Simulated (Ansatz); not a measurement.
**SiPH5SeO (SMILES OP[SiH2][SeH]): HF/x2c-TZVPPall (sfX2C)**

What is the energy change on altering one bond length of SiPH5SeO at HF/x2c-TZVPPall (sfX2C)? 

The results are computed with Ansatz 0.2.0.

1 further run of the same task is left out (for a known fault of the program).

## (1) The system as given

SiPH5SeO has 9 atoms, charge 0, and is taken as a singlet. As SMILES, `OP[SiH2][SeH]`. The shape is that of a PBE0-D4/def2-TZVP optimisation. This is one conformer, not always the lowest.

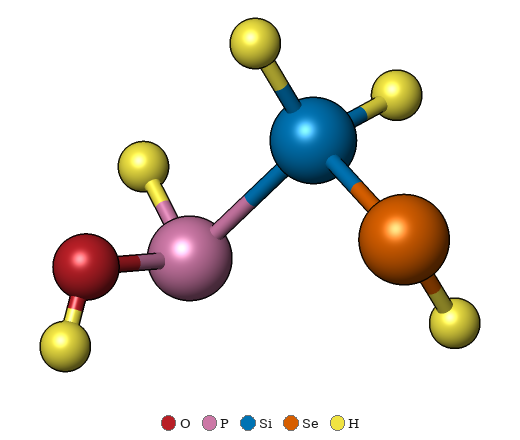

The structure, seen from a chosen angle (oxygen red, phosphorus pink, silicon blue, selenium orange, hydrogen yellow).

## (2) Energy and forces at HF/x2c-TZVPPall (sfX2C)

input.yaml

```yaml
basis:
  gaussian: {orbitals: x2c-TZVPPall}
crystal:
  periodic: [false, false, false]
  atoms:
    - {symbol: O, position_ang: [-1.092700, -1.106300, 1.391000]}
    - {symbol: P, position_ang: [-1.087900, -0.841200, -0.249200]}
    - {symbol: Si, position_ang: [0.321000, 0.923600, -0.331800]}
    - {symbol: Se, position_ang: [2.461900, 0.223800, 0.022600]}
    - {symbol: H, position_ang: [-0.950600, -2.040300, 1.562000]}
    - {symbol: H, position_ang: [-2.248200, -0.016600, -0.339400]}
    - {symbol: H, position_ang: [0.160200, 1.557600, -1.669100]}
    - {symbol: H, position_ang: [0.081800, 1.921200, 0.742000]}
    - {symbol: H, position_ang: [2.443100, -0.668300, -1.145000]}
hamiltonian: {xc: hf}
scf: {lower_state_search: light}
output: {forces: true, orbitals: {seedname: orbitals}}
```

Command:

```
$ ansatz run input.yaml --threads 1 --pin off --max-ram 2610MiB --events-out events.jsonl --progress --plain --runs-dir runs
```

Standard output:

```text
Warning: RAYON_NUM_THREADS=1 ignored (pool sized by the plan → 1); use --threads N
Functional definition: HF
  name "HF"
  exchange = exact_x
  correlation = 0
1649 factors; their error is unknown
mean field evaluation 1: about -85360.8103 eV, gradient 3.3e1 eV
mean field evaluation 2: about -85362.7369 eV, gradient 2.2e1 eV
mean field evaluation 4: about -85363.6098 eV, gradient 7.1e-1 eV
mean field evaluation 8: about -85365.0226 eV, gradient 9.4e-1 eV
mean field evaluation 16: about -85362.2268 eV, gradient 3.3e1 eV
mean field -85365.02312311 eV, -3137.1067372834 hartree, gradient 2.4e-5 eV, S^2 0.000000; 0 other end points of the search recorded, 0 dependent functions left out
the calculation of the forces begins
reference -85365.02312311 eV, -3137.1067372834 hartree; 38, 38 occupied and 195, 195 virtual orbitals, 1649 factors
Total energy: -85365.02312311 eV, -3137.1067372834 hartree
Relativity: scalar
Atom 0 at    -1.092700    -1.106300     1.391000 Å, force     0.207971    -1.191220    -0.536660 eV/Å
Atom 1 at    -1.087900    -0.841200    -0.249200 Å, force    -0.462004     0.284829     0.646851 eV/Å
Atom 2 at     0.321000     0.923600    -0.331800 Å, force    -0.006764     0.419199    -0.008601 eV/Å
Atom 3 at     2.461900     0.223800     0.022600 Å, force     0.086248    -0.258988    -0.374193 eV/Å
Atom 4 at    -0.950600    -2.040300     1.562000 Å, force    -0.196768     1.137157    -0.048897 eV/Å
Atom 5 at    -2.248200    -0.016600    -0.339400 Å, force     0.251254    -0.300860    -0.015490 eV/Å
Atom 6 at     0.160200     1.557600    -1.669100 Å, force     0.049062    -0.109989     0.229760 eV/Å
Atom 7 at     0.081800     1.921200     0.742000 Å, force    -0.022136    -0.180187    -0.199986 eV/Å
Atom 8 at     2.443100    -0.668300    -1.145000 Å, force     0.093137     0.200059     0.307217 eV/Å
Dipole moment:    -0.153217    -0.175100    -0.133080 e Å
```

Wall time 13 s (1 thread of Intel Xeon Platinum 8488C (Sapphire Rapids), shared host); peak memory 0.74 GiB.

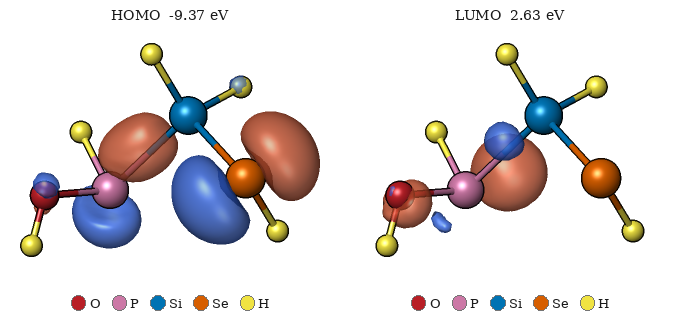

Frontier orbitals of this run, surfaces at ±0.2 Å^-3/2.

## (3) The distorted shape at the same level

input.yaml

```yaml
basis:
  gaussian: {orbitals: x2c-TZVPPall}
crystal:
  periodic: [false, false, false]
  atoms:
    - {symbol: O, position_ang: [-1.090820, -1.017072, 1.507783]}
    - {symbol: P, position_ang: [-1.086020, -0.751972, -0.132417]}
    - {symbol: Si, position_ang: [0.322880, 1.012828, -0.215017]}
    - {symbol: Se, position_ang: [2.463780, 0.313028, 0.139383]}
    - {symbol: H, position_ang: [-0.948720, -1.951072, 1.678783]}
    - {symbol: H, position_ang: [-2.246320, 0.072628, -0.222617]}
    - {symbol: H, position_ang: [0.162080, 1.646828, -1.552317]}
    - {symbol: H, position_ang: [0.083680, 2.010428, 0.858783]}
    - {symbol: H, position_ang: [2.443100, -0.668300, -1.145000]}
hamiltonian: {xc: hf}
scf: {lower_state_search: light}
output: {forces: true, orbitals: {seedname: orbitals}}
```

Command:

```
$ ansatz run input.yaml --threads 1 --pin off --max-ram 2610MiB --events-out events.jsonl --progress --plain --runs-dir runs
```

Standard output, cut to the lines that bear on the results:

```text
Warning: RAYON_NUM_THREADS=1 ignored (pool sized by the plan → 1); use --threads N
Functional definition: HF
  name "HF"
[...]
1649 factors; their error is unknown
[...]
mean field -85364.77941477 eV, -3137.0977811669 hartree, gradient 2.6e-5 eV, S^2 0.000000; 0 other end points of the search recorded, 0 dependent functions left out
[...]
reference -85364.77941477 eV, -3137.0977811669 hartree; 38, 38 occupied and 195, 195 virtual orbitals, 1649 factors
Total energy: -85364.77941477 eV, -3137.0977811669 hartree
Relativity: scalar
Atom 0 at    -1.090820    -1.017072     1.507783 Å, force     0.207118    -1.191920    -0.533642 eV/Å
Atom 1 at    -1.086020    -0.751972    -0.132417 Å, force    -0.460819     0.290464     0.646033 eV/Å
Atom 2 at     0.322880     1.012828    -0.215017 Å, force    -0.014544     0.379796    -0.065169 eV/Å
Atom 3 at     2.463780     0.313028     0.139383 Å, force     0.102067    -1.643576    -2.162565 eV/Å
Atom 4 at    -0.948720    -1.951072     1.678783 Å, force    -0.196095     1.136899    -0.049384 eV/Å
Atom 5 at    -2.246320     0.072628    -0.222617 Å, force     0.248903    -0.299689    -0.013102 eV/Å
Atom 6 at     0.162080     1.646828    -1.552317 Å, force     0.047835    -0.106297     0.236912 eV/Å
Atom 7 at     0.083680     2.010428     0.858783 Å, force    -0.011320    -0.177548    -0.189102 eV/Å
Atom 8 at     2.443100    -0.668300    -1.145000 Å, force     0.076856     1.611871     2.130016 eV/Å
Dipole moment:    -0.155179    -0.163516    -0.119008 e Å
```

It took 12 s on 1 thread of Intel Xeon Platinum 8488C (Sapphire Rapids), shared host; peak memory 0.74 GiB.

## (4) Summary of results

Level: HF/x2c-TZVPPall (sfX2C).

```
                                                          quantity           value
                                         first shape: total energy  -3137.10674 Eh
                                        first shape: dipole moment          1.29 D
                                          first shape: HOMO energy        -9.37 eV
                                          first shape: LUMO energy         2.63 eV
                                        first shape: HOMO–LUMO gap        12.01 eV
                             first shape: largest force on an atom      1.323 eV/Å
                                     distorted shape: total energy  -3137.09778 Eh
                                    distorted shape: dipole moment          1.22 D
                                      distorted shape: HOMO energy        -9.38 eV
                                      distorted shape: LUMO energy         2.49 eV
                                    distorted shape: HOMO–LUMO gap        11.86 eV
                         distorted shape: largest force on an atom      2.718 eV/Å
energy change with the Se4–H9 bond stretched from 1.470 to 1.616 Å        0.244 eV
```

With the Se4–H9 bond stretched from 1.470 to 1.616 Å the energy rises by 0.24 eV (23.5 kJ/mol). The first shape isn't relaxed at this level, so the change isn't measured from a minimum. The largest force (first shape) is 1.32 eV/Å: the shape isn't a stationary point for this species at this level. Mulliken charges (first shape) run from -0.46 on O1 to +0.42 on Si3; they depend strongly on the basis.
